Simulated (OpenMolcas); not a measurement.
**Run report: LiF, single-point calculation (part 1 of 2)**

LiF, multiplicity 3, SMILES [Li][F], computed with MC-PDFT (ftPBE)/cc-pVTZ (OpenMolcas 26.06).

The geometry is that of the parent species in another charge or spin state. The geometry comes from this level: PBE0-D4/def2-TZVP.

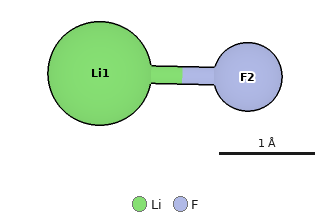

Fig. 1: The structure as given in the input (ball-and-stick view, seen at an oblique angle; atoms are numbered from 1 in the order of the input). Sticks mark near contacts.

**Input**
```
&gateway
  baslib=$CurrDir
  coord
  2
  angstrom
  Li      -0.664430       0.218370      -0.344950
  F        0.664430      -0.218370       0.344950
  basis=cc-pVTZ
  group=NoSym

&seward

&rasscf
  fileorb=$CurrDir/step2.RasOrb
  spin=3
  nactel=8 0 0
  inactive=2
  ras2=8
  orblisting=Few
  orbappear=Compact

&mcpdft
  ksdft=FT:PBE
```

Run as:
```bash
export MOLCAS_MEM=1860
pymolcas step8.inp > step8.log
```

**The program's output**
```
--- Start Module: gateway ---

                                              &GATEWAY

                       available to each process: 1.9 GB of memory, 1 thread

 Basis Set     1 Label: LI.CC-PVTZ
 Basis set is read from library:.
 basistype.tbl is not found

 Basis Set     2 Label: F.CC-PVTZ
 Basis set is read from library:.
 basistype.tbl is not found

++    Symmetry information:
      ---------------------

                    Character Table for C1

                             E
                    a        1  x, y, xy, Rz, z, xz, Ry, yz, Rx, I
--

++    Basis set information:
      ----------------------

      Basis set label: LI.CC-PVTZ.........

      Electronic valence basis set:
      ------------------
      Associated Effective Charge   3.000000 au
      Associated Actual Charge      3.000000 au
      Nuclear Model: Point charge

      Shell  nPrim  nBasis  Cartesian Spherical Contaminant
         s      11       4        X
         p       5       3        X
         d       2       2                 X
         f       1       1                 X

      Basis set label: F.CC-PVTZ.........

      Electronic valence basis set:
      ------------------
      Associated Effective Charge   9.000000 au
      Associated Actual Charge      9.000000 au
      Nuclear Model: Point charge

      Shell  nPrim  nBasis  Cartesian Spherical Contaminant
         s      10       4        X
         p       5       3        X
         d       2       2                 X
         f       1       1                 X
--

++    Molecular structure info:
      -------------------------

                    ************************************************
                    **** Cartesian Coordinates / bohr, angstrom ****
                    ************************************************

     Center  Label                x              y              z                     x              y              z
        1      LI1             -1.255591       0.412659      -0.651861             -0.664430       0.218370      -0.344950
        2      F2               1.255591      -0.412659       0.651861              0.664430      -0.218370       0.344950
--

            Nuclear Potential Energy              9.16077000 au

--- Stop Module: gateway /rc=_RC_ALL_IS_WELL_ ---

--- Start Module: seward ---

                                              &SEWARD

                       available to each process: 1.9 GB of memory, 1 thread

               SEWARD will generate:
                  Multipole Moment integrals up to order  2
                  Kinetic Energy integrals
                  Nuclear Attraction integrals (point charge)
                  One-Electron Hamiltonian integrals
                  Velocity integrals
                  Orbital angular momentum around (  0.5783  -0.1901   0.3003 )
                  Velocity quadrupole around (  0.5783  -0.1901   0.3003 )
                  Two-Electron Repulsion integrals

                   Integrals are discarded if absolute value <: 1.00E-14
                   Integral cutoff threshold is set to       <: 1.00E-16

            Nuclear Potential Energy              9.16077000 au

      Basis set specifications :
      Symmetry species         a
      Basis functions           60

--- Stop Module: seward /rc=_RC_ALL_IS_WELL_ ---

--- Start Module: rasscf ---

                                              &RASSCF

                       available to each process: 1.9 GB of memory, 1 thread

      Header of the ONEINT file:
      --------------------------

      OrdInt status: non-squared

      Cartesian coordinates in angstrom:
      -----------------------------------------------------
      No.  Label        X            Y            Z
      -----------------------------------------------------
       1   LI1       -0.66443000   0.21837000  -0.34495000
       2   F2         0.66443000  -0.21837000   0.34495000
      -----------------------------------------------------
      Nuclear repulsion energy =    9.16077000

++    Wave function specifications:
      -----------------------------

      Number of closed shell electrons           4
      Number of electrons in active shells       8
      Max number of holes in RAS1 space          0
      Max nr of electrons in RAS3 space          0
      Number of inactive orbitals                2
      Number of active orbitals                  8
      Number of secondary orbitals              50
      Spin quantum number                      1.0
      State symmetry                             1
--

++    Orbital specifications:
      -----------------------

      Symmetry species                           1
                                                 a
      Frozen orbitals                            0
      Inactive orbitals                          2
      Active orbitals                            8
      RAS1 orbitals                              0
      RAS2 orbitals                              8
      RAS3 orbitals                              0
      Secondary orbitals                        50
      Deleted orbitals                           0
      Number of basis functions                 60
--

++    CI expansion specifications:
      ----------------------------

      Number of CSFs                          2352
      Number of determinants                  3136
      Number of root(s) required                 1
      Root chosen for geometry opt.              1
      CI root used                               1

      highest root included in the CI            1
      max. size of the explicit Hamiltonian    200
--

++    Optimization specifications:
      ----------------------------

      RASSCF algorithm: Conventional
      Maximum number of macro iterations       200
      Maximum number of SX iterations          100
      Threshold for RASSCF energy            1.000E-08
      Threshold for max MO rotation          1.000E-01
      Threshold for max BLB element          1.000E-04
      Level shift parameter                  5.000E-01
      Make Quasi-Newton update
--

      The MO-coefficients are taken from the file:
      step2.RasOrb
      Title: RASSCF average (pseudo-natural) orbitals

      Total molecular charge    0.00

      ************************************************************************************************************************
      *                                            Wave function control section                                             *
      ************************************************************************************************************************

                                         RASSCF iterations: Energy and convergence statistics
                                         ----------------------------------------------------

          iter iter root      energy       change     param      element    value   shift minimum  type update hh:mm:ss
 Nr of preliminary CI iterations:   4
        1   1    4    1  -106.87512955    0.00E+00  -2.46E-04    3  60 1  1.74E-04*  0.41   0.00    SX    NO    0:00:00
        2   1    3    1  -106.87512958   -3.05E-08* -6.51E-05    5  46 1 -1.43E-05   0.41   0.00    SX    NO    0:00:00
        3   1    3    1  -106.87512959   -2.17E-09  -1.88E-05    5  21 1  5.19E-06   0.41   0.00    SX    NO    0:00:00
        4   4    4    1  -106.87513014   -5.53E-07*  1.62E-04    3  60 1 -1.32E-04*  0.41   0.00    SX    NO    0:00:00
        5   3    3    1  -106.87513015   -1.40E-08* -1.40E-04    5  46 1  4.35E-05   0.41   1.67    QN   YES    0:00:00
        6   3    3    1  -106.87513016   -4.23E-09  -2.57E-05    3  60 1  1.85E-05   0.41   1.10    QN   YES    0:00:00
      Convergence after  6 iterations
        7   1    3    1  -106.87513016   -2.32E-10  -2.57E-05    3  60 1  9.26E-06   0.41   1.10    QN   YES    0:00:00

      ************************************************************************************************************************
                                                      Wave function printout:
                       occupation of active orbitals, and spin coupling of open shells (u,d: Spin up or down)
      ************************************************************************************************************************

      Note: transformation to natural orbitals
      has been made, which may change the order of the CSFs.

      printout of CI-coefficients larger than  0.05 for root  1
      energy=    -106.875130
      conf/sym  11111111     Coeff  Weight
             1  222uu000   0.99228 0.98462

      Natural orbitals and occupation numbers for root  1
      sym 1:   1.993436   1.988547   1.988020   1.000000   1.000034   0.007093   0.011699   0.011171

      ************************************************************************************************************************
      *                                                    Final results                                                     *
      ************************************************************************************************************************

++    Final optimization conditions:
      ------------------------------

      Average CI energy                            -106.87513016
      RASSCF energy for state  1                   -106.87513016
      Super-CI energy                                -0.00000000
      RASSCF energy change                            0.00000000
      Max change in MO coefficients              -1.287E-04
      Max non-diagonal density matrix element    -2.574E-05
      Maximum BLB matrix element                  9.261E-06
      (orbital pair   3,  60 in symmetry   1)
      Norm of electronic gradient            1.544E-05
--

      Final state energy(ies):
      ------------------------

::    RASSCF root number  1 Total energy:   -106.87513016

++    Molecular orbitals:
      -------------------

      Pseudonatural active orbitals and approximate occupation numbers

      MOLECULAR ORBITALS FOR SYMMETRY SPECIES 1: a

      INDEX  ENERGY  OCCUPATION COEFFICIENTS ...
          1  -26.5060    2.0000
                31 F2     1s     ( 0.9990)
          2   -2.4757    2.0000
                 1 LI1    1s     ( 0.9965)
          3   -1.7150    1.9934
                33 F2     1s     ( 0.9966)
          4   -0.8517    1.9885
                 3 LI1    1s     (-0.2557)   4 LI1    1s     ( 0.1588)   5 LI1    2px    ( 0.1581)   6 LI1    2px    (-0.2662)
                12 LI1    2pz    (-0.1382)  36 F2     2px    ( 0.8493)  39 F2     2py    (-0.2791)  42 F2     2pz    ( 0.4409)

          5   -0.8313    1.9880
                 9 LI1    2py    ( 0.1009)  36 F2     2px    ( 0.2522)  39 F2     2py    ( 0.9591)  42 F2     2pz    ( 0.1213)
```
